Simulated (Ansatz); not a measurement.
# bond stretched by 1.5 Å, between Au atomic chains under bias, part 2 of 2

Wanted: I(V), the voltage drop and T(E, V).

Ansatz 0.2.0; DFT PBE, plane waves, PAW; current against voltage, self-consistent under bias.

So far: Set-up; Current against voltage.

## Step 2: Current against voltage (continued)

Bias 0 V. Table of transmission and channels at 0 V by energy, zero at the mean Fermi level:

```
energy (eV)  transmission  channels, lower lead  channels, upper lead
     -0.259         0.343                     4                     4
     -0.233         0.363                     4                     4
     -0.207         0.380                     4                     4
     -0.181         0.396                     4                     4
     -0.155         0.413                     4                     4
     -0.129         0.121                     3                     3
     -0.103         0.357                     3                     3
     -0.078         0.352                     3                     3
     -0.052         0.356                     3                     3
     -0.026         0.367                     3                     3
      0.000         0.385                     3                     3
      0.026         0.304                     1                     1
      0.052         0.302                     1                     1
      0.078         0.300                     1                     1
      0.103         0.298                     1                     1
      0.129         0.296                     1                     1
      0.155         0.293                     1                     1
      0.181         0.291                     1                     1
      0.207         0.288                     1                     1
      0.233         0.285                     1                     1
      0.259         0.283                     1                     1
```

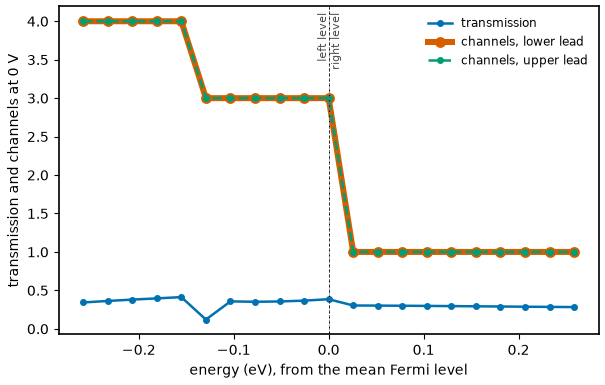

Transmission and channels at 0 V against energy.

Bias 0.6 V. Transmission and channels at 0.6 V against energy, zero at the mean Fermi level:

```
energy (eV)  transmission  channels, lower lead  channels, upper lead
     -0.569         0.200                     6                     4
     -0.491         0.279                     4                     4
     -0.439         0.345                     4                     4
     -0.388         0.333                     4                     3
     -0.310         0.319                     4                     3
     -0.207         0.236                     4                     1
     -0.129         0.232                     4                     1
     -0.052         0.248                     4                     1
      0.000         0.268                     4                     1
      0.052         0.288                     4                     1
      0.129         0.313                     4                     1
      0.207         0.290                     3                     1
      0.310         0.291                     1                     1
      0.388         0.290                     1                     1
      0.491         0.287                     1                     1
      0.569         0.285                     1                     1
```

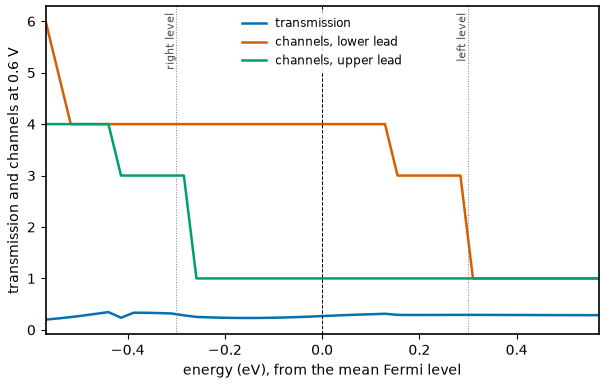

Transmission and channels at 0.6 V, plotted against energy.

Bias 1.5 V. The transmission and channels at 1.5 V by energy, zero at the mean Fermi level:

```
energy (eV)  transmission  channels, lower lead  channels, upper lead
     -1.008         0.138                     3                     4
     -0.905         0.173                     3                     4
     -0.879         0.187                     3                     4
     -0.801         0.140                     3                     3
     -0.698        0.0914                     3                     1
     -0.595        0.0843                     5                     1
     -0.491        0.0725                     5                     1
     -0.388        0.0669                     6                     1
     -0.310         0.248                     6                     1
     -0.207         0.247                     6                     1
     -0.155         0.272                     6                     1
     -0.103         0.290                     4                     1
      0.000         0.241                     4                     1
      0.103         0.188                     4                     1
      0.207         0.182                     4                     1
      0.310         0.213                     4                     1
      0.388         0.257                     4                     1
      0.491         0.311                     4                     1
      0.595         0.335                     3                     1
      0.698         0.344                     3                     1
      0.724         0.344                     1                     1
      0.801         0.342                     1                     1
      0.905         0.337                     1                     1
      1.008         0.333                     1                     1
```

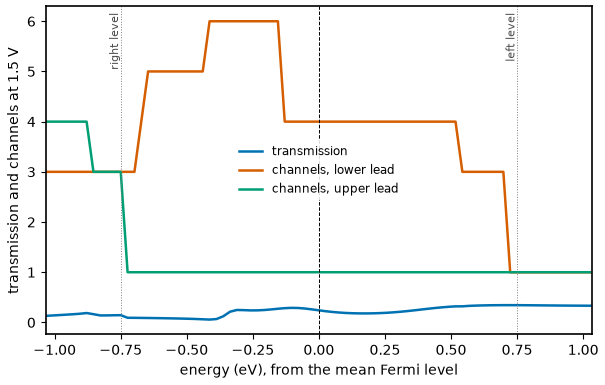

Transmission and channels at 1.5 V against energy.

Table of Hartree potential energy less that at 0 V, planar mean by z:

```
z (Å)  0.3 V (eV)  0.6 V (eV)  1 V (eV)  1.5 V (eV)
    0       0.145       0.294     0.497       0.747
   10       0.142       0.291     0.495       0.750
   20       0.123       0.246     0.414       0.653
   30       0.122       0.246     0.412       0.645
   40      0.0667       0.141     0.215       0.324
   50      -0.121      -0.248    -0.421      -0.654
   60      -0.123      -0.253    -0.426      -0.663
   70      -0.135      -0.271    -0.451      -0.688
   80      -0.145      -0.287    -0.470      -0.705
```

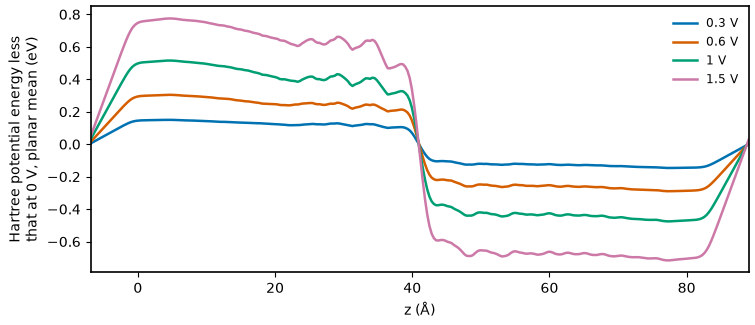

Hartree potential energy less that at 0 V, planar mean against z.

The electron density less that at 0 V, planar mean (0.3 V) oscillates, so the rows of the table below give means over windows of 10 Å about each position, cut where the curve ends. Its first 14 maxima inside the range that stand out by 2 % of the span (Å: e/Å³): -0.8: 7.0e-5, 5.6: 1.4e-5, 7.2: 9.6e-6, 8.2: 1.3e-5, 10.1: 2.1e-5, 10.7: 1.9e-5, 12.7: 3.0e-5, 13.3: 2.6e-5, 15.2: 3.9e-5, 16.2: 2.4e-5, 17.8: 5.1e-5, 18.8: 4.1e-5, 20.4: 5.5e-5, 21.3: 4.6e-5. Its first 14 minima: 1.4: -3.2e-6, 6.6: -1.2e-5, 7.9: -1.3e-5, 9.1: -9.9e-6, 10.4: -1.9e-5, 11.7: -2.7e-5, 13.0: -2.7e-5, 14.3: -2.8e-5, 15.6: -3.6e-5, 16.8: -3.1e-5, 18.1: -3.8e-5, 19.4: -3.2e-5, 20.7: -4.6e-5, 22.0: -4.5e-5.

Table of electron density less that at 0 V, planar mean by z; means over each step:

```
z (Å)  0.3 V (e/Å³)  0.6 V (e/Å³)  1 V (e/Å³)  1.5 V (e/Å³)
    0        1.3e-5        2.6e-5      4.4e-5        6.5e-5
   10       -1.4e-7        1.6e-6      1.8e-6        2.8e-6
   20       -2.1e-6       -3.6e-6     -7.6e-6       -1.0e-5
   30        9.1e-6        1.4e-5      3.4e-5        5.4e-5
   40       -5.5e-6       -9.0e-6     -2.1e-5       -3.8e-5
   50       -1.8e-6       -3.7e-6     -8.0e-6       -1.0e-5
   60       -7.6e-7       -9.0e-7     -1.1e-6       -2.0e-6
   70        1.1e-6        1.1e-6      5.2e-7        3.5e-7
   80       -1.3e-5       -2.5e-5     -4.2e-5       -6.2e-5
```

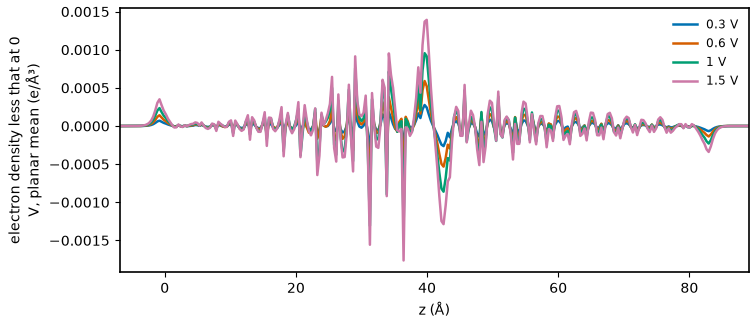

Electron density less that at 0 V, planar mean, plotted against z.

By hand: at 1.5 V the window reaches from -0.75 to 0.75 eV, and the mean transmission a spin over it is 0.213. With sharp Fermi edges I = G0 × V × T̄ = 77.48 μS × 1.5 V × 0.213 = 24.7 μA, against 24.7 μA from the program at 300 K.

The zero-bias conductance is 0.339 G₀; current over voltage goes 0.304 at +0.3 V, 0.270 at +0.6 V, 0.252 at +1 V and 0.213 at +1.5 V in the same unit. The leads' misfit reaches 89 meV.

## Step 3: Current against voltage

This step: DFT PBE, plane waves, PAW; current against voltage, self-consistent under bias; changed: output.current_voltage.leads = [[21, 22], [9, 10]], scf.max_iter = 60 (Ansatz 0.2.0).

The input of the bias sweep is made doubtful on purpose.

Input file input.yaml:

```yaml
crystal:
  lattice:
    - [6.0, 0.0, 0.0]
    - [0.0, 6.0, 0.0]
    - [0.0, 0.0, 96.1]
  atoms:
    - { symbol: Au, position: [0.5, 0.5, 0.0] }
    - { symbol: Au, position: [0.5, 0.5, 0.027055151] }
    - { symbol: Au, position: [0.5, 0.5, 0.054110302] }
    - { symbol: Au, position: [0.5, 0.5, 0.081165453] }
    - { symbol: Au, position: [0.5, 0.5, 0.108220604] }
    - { symbol: Au, position: [0.5, 0.5, 0.135275754] }
    - { symbol: Au, position: [0.5, 0.5, 0.162330905] }
    - { symbol: Au, position: [0.5, 0.5, 0.189386056] }
    - { symbol: Au, position: [0.5, 0.5, 0.216441207] }
    - { symbol: Au, position: [0.5, 0.5, 0.243496358] }
    - { symbol: Au, position: [0.5, 0.5, 0.270551509] }
    - { symbol: Au, position: [0.5, 0.5, 0.29760666] }
    - { symbol: Au, position: [0.5, 0.5, 0.324661811] }
    - { symbol: Au, position: [0.5, 0.5, 0.351716961] }
    - { symbol: Au, position: [0.5, 0.5, 0.378772112] }
    - { symbol: Au, position: [0.5, 0.5, 0.405827263] }
    - { symbol: Au, position: [0.5, 0.5, 0.448491155] }
    - { symbol: Au, position: [0.5, 0.5, 0.475546306] }
    - { symbol: Au, position: [0.5, 0.5, 0.502601457] }
    - { symbol: Au, position: [0.5, 0.5, 0.529656608] }
    - { symbol: Au, position: [0.5, 0.5, 0.556711759] }
    - { symbol: Au, position: [0.5, 0.5, 0.583766909] }
    - { symbol: Au, position: [0.5, 0.5, 0.61082206] }
    - { symbol: Au, position: [0.5, 0.5, 0.637877211] }
    - { symbol: Au, position: [0.5, 0.5, 0.664932362] }
    - { symbol: Au, position: [0.5, 0.5, 0.691987513] }
    - { symbol: Au, position: [0.5, 0.5, 0.719042664] }
    - { symbol: Au, position: [0.5, 0.5, 0.746097815] }
    - { symbol: Au, position: [0.5, 0.5, 0.773152966] }
    - { symbol: Au, position: [0.5, 0.5, 0.800208117] }
    - { symbol: Au, position: [0.5, 0.5, 0.827263267] }
    - { symbol: Au, position: [0.5, 0.5, 0.854318418] }
kpoints:
  mp_grid: { grid: [1, 1, 1] }
scf:
  occupations: { method: fermi_dirac, width: 0.1 }
  max_iter: 60
hamiltonian:
  xc: pbe
output:
  current_voltage:
    leads: [[21, 22], [9, 10]]
    bias: [0.3, 0.6, 1.0, 1.5]
    electrode_ends: [15, 16]
    kmesh: [1, 1]
  write_potential: true
  write_density: true
  volumetric_format: npy
basis:
  ecutwfc: "340 eV"
```

On the command line:

```console
$ ansatz run input.yaml --threads 4 --pin off --max-ram 16384MiB --backend cpu --events-out ev --progress --plain --runs-dir out
```

Numbers of over 12 decimals in the logs are rounded to 6 here.

The log of the run:

```text
Error: inconsistent input (output.current_voltage, crystal): the cell leaves 4.100 Å of vacuum along the normal of its first two vectors, and 10 Å are needed to part the ends of the two leads (14 Å serve well). It is the widest gap over the second lead that is listed
```

Run time: 0.05 s. Hardware: 4 threads of AMD EPYC 9R14 (Zen 4), shared host; peak memory 0.092 GiB.

The input was rejected at the start.

The program's message: “Error: inconsistent input (output.current_voltage, crystal): the cell leaves 4.100 Å of vacuum along the normal of its first two vectors, and 10 Å are needed to part the ends of the two leads (14 Å se …”

The change that led to it: output.current_voltage.leads = [[21, 22], [9, 10]].

## Step 4: Summary of results

| Property | Result |
| --- | --- |
| conductance at zero bias | 0.339 G₀ |
| current at +0.3 V | 7.07 μA |
| current at +0.6 V | 12.6 μA |
| current at +1 V | 19.5 μA |
| current at +1.5 V | 24.7 μA |

**Reading.** The junction conducts 0.339 G₀ at zero bias and carries 24.7 μA at 1.50 V. At 1.50 V the current is 0.63 times what the zero-bias conductance would give; over all biases of the sweep that ratio lies between 0.63 and 0.90. Of the 1.50 V, 1.31 V drops at the junction and the rest at the reservoirs. The leads' misfit reaches 89 meV, above the few hundredths of an eV that the manual allows, so the currents are rough. A wire screens slowly, so the current depends on the leads' length and the box width; neither was converged here. Transport is coherent and elastic here: the atoms are frozen, so scattering by vibrations plays no part. Spin-orbit coupling is left out, which matters for the bands of heavy atoms. A cutoff under the files' recommended one was taken to save time; its effect on T(E) was not tested here.

[Logs are printed without paths, hosts, clocks, repeated set-up lines and the standing remarks that a program may print on its own settings, such as how far it seeks lower states.]

[Hosts, paths, dates, database ids (printed as entryN), source tags and the programs' standing remarks are cut or masked in the printed files.]
